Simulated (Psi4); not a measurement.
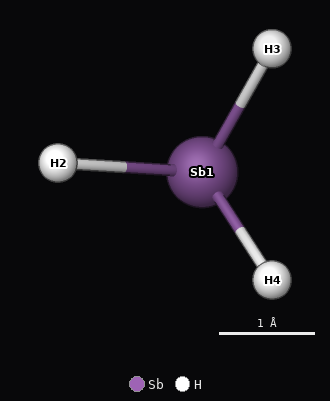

Figure 1. The structure as given in the input (ball-and-stick view, seen on its broad side; atoms are numbered from 1 in the order of the input). Sticks mark near contacts. Bond lengths as drawn: H–Sb 1.71 to 1.88 Å.

## Run report: SbH$_{3}$, single-point calculation (part 1 of 2)

SbH$_{3}$, SMILES [SbH3], computed with BCCD/def2-SVPD, RHF, core potentials def2 (Psi4 1.11).

A bond length was changed on purpose from its optimised value.

Output
```
Psi4 1.11 release

   => Loading Basis Set <=

    Name: DEF2-SVPD
    Role: ORBITAL
    Keyword: BASIS

    !!!  WARNING: ECP capability is in beta. Please check occupations closely.  !!!

         ---------------------------------------------------------
                                   SCF
                              RHF Reference
                        1 Threads,   1525 MiB Core
         ---------------------------------------------------------

  ==> Geometry <==

    Molecular point group: c1
    Full point group: C1

    Geometry (in Angstrom), charge = 0, multiplicity = 1:

       Center              X                  Y                   Z               Mass
    ------------   -----------------  -----------------  -----------------  -----------------
         SB           0.014527197315    -0.010387518032    -0.016426191708   120.903812000000
         H            0.440889197315     0.409814481968     1.763821808292     1.007825032230
         H           -1.480872802685    -0.684987518032     0.456973808292     1.007825032230
         H           -0.702772802685     1.521312481968    -0.250226191708     1.007825032230

  Running in c1 symmetry.

  Rotational constants: A =      2.90571  B =      2.65534  C =      2.56699 [cm^-1]
  Rotational constants: A =  87110.96192  B =  79605.20655  C =  76956.36466 [MHz]
  Nuclear repulsion =   21.365192149021542

  Charge       = 0
  Multiplicity = 1
  Electrons    = 26
  Nalpha       = 13
  Nbeta        = 13

  ==> Algorithm <==

  SCF Algorithm Type is PK.
  DIIS enabled.
  MOM disabled.
  Fractional occupation disabled.
  Guess Type is SAD.
  Energy threshold   = 1.00e-08
  Density threshold  = 1.00e-08
  Integral threshold = 1.00e-12

  ==> Primary Basis <==

  Basis Set: DEF2-SVPD
    Blend: DEF2-SVPD
    Number of shells: 24
    Number of basis functions: 56
    Number of Cartesian functions: 59
    Spherical Harmonics?: true
    Max angular momentum: 2

  Core potential: DEF2-SVPD
    Number of shells: 4
    Number of ECP primitives: 18
    Number of ECP core electrons: 28
    Max angular momentum: 3

  ==> Integral Setup <==

  Using in-core PK algorithm.
   Calculation information:
      Number of atoms:                   4
      Number of AO shells:              24
      Number of primitives:             43
      Number of atomic orbitals:        59
      Number of basis functions:        56

      Integral cutoff                 1.00e-12
      Number of threads:                 1

  Performing in-core PK
  Using 2548812 doubles for integral storage.
  We computed 45150 shell quartets total.
  Whereas there are 45150 unique shell quartets.

  ==> DiskJK: Disk-Based J/K Matrices <==

    J tasked:                  Yes
    K tasked:                  Yes
    wK tasked:                  No
    Memory [MiB]:             1144
    Schwarz Cutoff:          1E-12

  Minimum eigenvalue in the overlap matrix is 1.3607276173E-03.
  Reciprocal condition number of the overlap matrix is 2.5010811622E-04.
    Using symmetric orthogonalization.

  ==> Pre-Iterations <==

  SCF Guess: Superposition of Atomic Densities via on-the-fly atomic UHF (no occupation information).

   -------------------------
    Irrep   Nso     Nmo
   -------------------------
     A         56      56
   -------------------------
    Total      56      56
   -------------------------

  ==> Iterations <==

                        Total Energy        Delta E     RMS |[F,P]|

   @RHF iter SAD:  -239.05895259532562   -2.39059e+02   0.00000e+00
   @RHF iter   1:  -240.87607133700089   -1.81712e+00   6.82956e-03 DIIS/ADIIS
   @RHF iter   2:  -240.95496002943216   -7.88887e-02   2.64983e-03 DIIS/ADIIS
   @RHF iter   3:  -240.96207811772439   -7.11809e-03   2.14614e-04 DIIS/ADIIS
   @RHF iter   4:  -240.96227713365244   -1.99016e-04   5.92066e-05 DIIS
   @RHF iter   5:  -240.96230303264781   -2.58990e-05   1.13993e-05 DIIS
   @RHF iter   6:  -240.96230420798372   -1.17534e-06   1.93358e-06 DIIS
   @RHF iter   7:  -240.96230423504571   -2.70620e-08   4.25070e-07 DIIS
   @RHF iter   8:  -240.96230423657650   -1.53079e-09   1.05083e-07 DIIS
   @RHF iter   9:  -240.96230423668288   -1.06382e-10   2.04071e-08 DIIS
   @RHF iter  10:  -240.96230423668638   -3.49587e-12   3.61292e-09 DIIS
  Energy and wave function converged.

  ==> Post-Iterations <==

    Orbital Energies [Eh]
    ---------------------

    Doubly Occupied:

       1A     -6.529320     2A     -4.599577     3A     -4.599311
       4A     -4.593859     5A     -1.630564     6A     -1.630129
       7A     -1.624573     8A     -1.623996     9A     -1.620326
      10A     -0.742285    11A     -0.463948    12A     -0.443044
      13A     -0.359474

    Virtual:

      14A      0.072788    15A      0.088335    16A      0.096254
      17A      0.169405    18A      0.169888    19A      0.170140
      20A      0.225884    21A      0.235647    22A      0.245322
      23A      0.270262    24A      0.281164    25A      0.283212
      26A      0.357554    27A      0.358766    28A      0.375585
      29A      0.405753    30A      0.409972    31A      0.410365
      32A      0.594994    33A      0.609060    34A      0.632901
      35A      0.655629    36A      0.690167    37A      0.704568
      38A      0.736015    39A      0.846764    40A      0.851805
      41A      1.073787    42A      1.137565    43A      1.156471
      44A      1.846068    45A      1.866154    46A      1.869035
      47A      1.972114    48A      1.990765    49A      2.000744
      50A      2.122642    51A      2.208002    52A      2.213409
      53A     19.207630    54A     19.441059    55A     19.516212
      56A     55.259656

    Final Occupation by Irrep:
              A
    DOCC [    13 ]
    NA   [    13 ]
    NB   [    13 ]

  @RHF Final Energy:  -240.96230423668638

   => Energetics <=

    Nuclear Repulsion Energy =             21.3651921490215422
    One-Electron Energy =                -463.7341831231937022
    Two-Electron Energy =                 201.4066867374857850
    Total Energy =                       -240.9623042366863785

Computation Completed

Properties will be evaluated at   0.000000,   0.000000,   0.000000 [a0]

Properties computed using the SCF density matrix

 Multipole Moments:

 ------------------------------------------------------------------------------------
     Multipole            Electronic (a.u.)      Nuclear  (a.u.)        Total (a.u.)
 ------------------------------------------------------------------------------------

 L = 1.  Multiply by 2.5417464519 to convert [e a0] to [Debye]
 Dipole X            :          2.6788446           -2.6619266            0.0169180
 Dipole Y            :         -1.9770821            1.9033823           -0.0736998
 Dipole Z            :         -3.2213476            3.0098934           -0.2114541
 Magnitude           :                                                    0.2245679

 ------------------------------------------------------------------------------------

	total time  =          0 seconds =       0.00 minutes
 MINTS: Wrapper to libmints.

   Calculation information:
      Number of threads:                 1
      Number of atoms:                   4
      Number of AO shells:              24
      Number of SO shells:              24
      Number of primitives:             43
      Number of atomic orbitals:        59
      Number of basis functions:        56

      Number of irreps:                  1
      Integral cutoff                 1.00e-12
      Number of functions per irrep: [  56 ]

 OEINTS: Overlap, kinetic, potential, dipole, and quadrupole integrals
         stored in file 35.

      Computing two-electron integrals...done
      Computed 1150116 non-zero two-electron integrals.
        Stored in file 33.

	Wfn Parameters:
	--------------------
	Wavefunction         = BCCD
	Number of irreps     = 1
	Number of MOs        = 56
	Number of active MOs = 52
	AO-Basis             = NONE
	Semicanonical        = false
	Reference            = RHF
	Print Level          = 1

	IRREP	# MOs	# FZDC	# DOCC	# SOCC	# VIRT	# FZVR
	-----	-----	------	------	------	------	------
	 A	   56	    4	    9	    0	    43	    0
	Transforming integrals...
	IWL integrals will be retained.
	(OO|OO)...
	Presorting SO-basis two-electron integrals.
	Sorting File: SO Ints (nn|nn) nbuckets = 1
	Constructing frozen core operators
	Starting first half-transformation.
	Sorting half-transformed integrals.
	First half integral transformation complete.
	Starting second half-transformation.
	Two-electron integral transformation complete.
	(OO|OV)...
	Starting second half-transformation.
	Two-electron integral transformation complete.
	(OO|VV)...
	Starting second half-transformation.
	Two-electron integral transformation complete.
	(OV|OO)...
	Starting first half-transformation.
	Sorting half-transformed integrals.
	First half integral transformation complete.
	Starting second half-transformation.
	Two-electron integral transformation complete.
	(OV|OV)...
	Starting second half-transformation.
	Two-electron integral transformation complete.
	(OV|VV)...
	Starting second half-transformation.
	Two-electron integral transformation complete.
	(VV|OO)...
	Starting first half-transformation.
	Sorting half-transformed integrals.
	First half integral transformation complete.
	Starting second half-transformation.
	Two-electron integral transformation complete.
	(VV|OV)...
	Starting second half-transformation.
	Two-electron integral transformation complete.
	(VV|VV)...
	Starting second half-transformation.
	Two-electron integral transformation complete.
	Frozen core energy     =   -164.81853278918513

	Size of irrep 0 of <ab|cd> integrals:      3.419 (MW) /     27.350 (MB)
	Total:                                     3.419 (MW) /     27.350 (MB)

	Size of irrep 0 of <ia|bc> integrals:      0.716 (MW) /      5.725 (MB)
	Total:                                     0.716 (MW) /      5.725 (MB)

	Size of irrep 0 of tijab amplitudes:       0.150 (MW) /      1.198 (MB)
	Total:                                     0.150 (MW) /      1.198 (MB)

	Nuclear Rep. energy          =     21.36519214902154
	SCF energy                   =   -240.96230423668638
	One-electron energy          =   -174.74125053560715
	Two-electron energy          =     77.23228693908437
	Reference energy             =   -240.96230423668635

	total time  =          0 seconds =       0.00 minutes
            **************************
            *                        *
            *        CCENERGY        *
            *                        *
            **************************

    Nuclear Rep. energy (wfn)     =   21.365192149021542
    SCF energy          (wfn)     = -240.962304236686379
    Reference energy    (file100) = -240.962304236686350

    Input parameters:
    -----------------
    Wave function   =     BCCD
    Reference wfn   =     RHF
    Brueckner       =     Yes
    Brueckner conv. =     5.0e-05
    Memory (Mbytes) =     1600.0
    Maxiter         =     50
    R_Convergence   =     1.0e-07
    E_Convergence   =     1.0e-06
    Restart         =     Yes
    DIIS            =     Yes
    AO Basis        =     NONE
    ABCD            =     NEW
    Cache Level     =     2
    Cache Type      =     LOW
    Print Level     =     1
    Num. of threads =     1
    # Amps to Print =     10
    Print MP2 Amps? =     No
    Analyze T2 Amps =     No
    Print Pair Ener =     No
    Local CC        =     No
    SCS-MP2         =     False
    SCSN-MP2        =     False
    SCS-CCSD        =     False

MP2 correlation energy -0.1420216661780638
                Solving CC Amplitude Equations
                ------------------------------
  Iter             Energy              RMS        T1Diag      D1Diag    New D1Diag    D2Diag
  ----     ---------------------    ---------   ----------  ----------  ----------   --------
     0        -0.142021666178064    0.000e+00    0.000000    0.000000    0.000000    0.131424
     1        -0.161531167173916    6.035e-02    0.006004    0.014554    0.014554    0.158854
     2        -0.170219613630036    2.359e-02    0.008928    0.022173    0.022173    0.175529
     3        -0.170709870652478    6.525e-03    0.010117    0.025644    0.025644    0.178958
     4        -0.170780534480855    2.437e-03    0.010604    0.027171    0.027171    0.180325
     5        -0.170787995537991    6.688e-04    0.010741    0.027634    0.027634    0.180493
     6        -0.170783700945322    1.906e-04    0.010767    0.027719    0.027719    0.180516
     7        -0.170785950657624    6.835e-05    0.010771    0.027737    0.027737    0.180534
     8        -0.170785862749005    2.073e-05    0.010771    0.027738    0.027738    0.180539
     9        -0.170785629513409    5.076e-06    0.010771    0.027737    0.027737    0.180539
    10        -0.170785686203837    1.716e-06    0.010771    0.027737    0.027737    0.180540
    11        -0.170785695853692    6.103e-07    0.010771    0.027737    0.027737    0.180540
    12        -0.170785704686805    1.911e-07    0.010771    0.027737    0.027737    0.180540
    13        -0.170785700569371    5.010e-08    0.010771    0.027737    0.027737    0.180540

    Iterations converged.

    Largest TIA Amplitudes:
              6   2         0.0188981567
              7   1        -0.0181155072
              7   0         0.0143405132
              8   5        -0.0140897410
              7  28         0.0091155586
              6  29        -0.0082225694
              7  25        -0.0076412638
              8  16         0.0075937057
              8   6         0.0075604059
              8  21        -0.0071950436

    Largest TIjAb Amplitudes:
      8   8   2   2        -0.0465298714
      6   6   2   2        -0.0425906677
      8   8   1   1        -0.0407591639
      7   7   1   1        -0.0320745013
      7   7   0   0        -0.0303846436
      7   7   9   9        -0.0264905440
      8   8   0   0        -0.0261296872
      6   6   2  11        -0.0252041278
      6   6  11   2        -0.0252041278
      7   7   0   9        -0.0245453687

    SCF energy       (wfn)                    = -240.962304236686379
    Reference energy (file100)                = -240.962304236686350

    Opposite-spin MP2 correlation energy      =   -0.115023721306902
    Same-spin MP2 correlation energy          =   -0.026997944871162
    Singles MP2 correlation energy            =   -0.000000000000000
    MP2 correlation energy                    =   -0.142021666178064
      * MP2 total energy                      = -241.104325902864417

    Opposite-spin CCSD correlation energy     =   -0.142945544848841
    Same-spin CCSD correlation energy         =   -0.027840155720529
    Singles CCSD correlation energy           =    0.000000000000000
    CCSD correlation energy                   =   -0.170785700569371
      * CCSD total energy                     = -241.133089937255733

    Rotating orbitals.  Maximum T1 =  0.018898156744
Brueckner convergence check: False

	Wfn Parameters:
	--------------------
	Wavefunction         = BCCD
	Number of irreps     = 1
	Number of MOs        = 56
	Number of active MOs = 52
	AO-Basis             = NONE
	Semicanonical        = false
	Reference            = RHF
	Print Level          = 1

	IRREP	# MOs	# FZDC	# DOCC	# SOCC	# VIRT	# FZVR
	-----	-----	------	------	------	------	------
	 A	   56	    4	    9	    0	    43	    0
	Transforming integrals...
	IWL integrals will be retained.
	(OO|OO)...
	Presorting SO-basis two-electron integrals.
	Sorting File: SO Ints (nn|nn) nbuckets = 1
	Constructing frozen core operators
	Starting first half-transformation.
	Sorting half-transformed integrals.
	First half integral transformation complete.
	Starting second half-transformation.
	Two-electron integral transformation complete.
	(OO|OV)...
	Starting second half-transformation.
	Two-electron integral transformation complete.
	(OO|VV)...
	Starting second half-transformation.
	Two-electron integral transformation complete.
	(OV|OO)...
	Starting first half-transformation.
	Sorting half-transformed integrals.
	First half integral transformation complete.
	Starting second half-transformation.
	Two-electron integral transformation complete.
	(OV|OV)...
	Starting second half-transformation.
	Two-electron integral transformation complete.
	(OV|VV)...
	Starting second half-transformation.
	Two-electron integral transformation complete.
	(VV|OO)...
	Starting first half-transformation.
	Sorting half-transformed integrals.
	First half integral transformation complete.
	Starting second half-transformation.
	Two-electron integral transformation complete.
	(VV|OV)...
	Starting second half-transformation.
	Two-electron integral transformation complete.
	(VV|VV)...
	Starting second half-transformation.
	Two-electron integral transformation complete.
	Frozen core energy     =   -164.81853278918513

	Size of irrep 0 of <ab|cd> integrals:      3.419 (MW) /     27.350 (MB)
	Total:                                     3.419 (MW) /     27.350 (MB)

	Size of irrep 0 of <ia|bc> integrals:      0.716 (MW) /      5.725 (MB)
	Total:                                     0.716 (MW) /      5.725 (MB)

	Size of irrep 0 of tijab amplitudes:       0.150 (MW) /      1.198 (MB)
	Total:                                     0.150 (MW) /      1.198 (MB)

	Nuclear Rep. energy          =     21.36519214902154
	SCF energy                   =   -240.96230423668638
	One-electron energy          =   -174.71112613303353
	Two-electron energy          =     77.20455145683600
	Reference energy             =   -240.95991531636110

	total time  =          1 seconds =       0.02 minutes
            **************************
            *                        *
            *        CCENERGY        *
            *                        *
            **************************

    Nuclear Rep. energy (wfn)     =   21.365192149021542
    SCF energy          (wfn)     = -241.133089937255733
    Reference energy    (file100) = -240.959915316361105
```
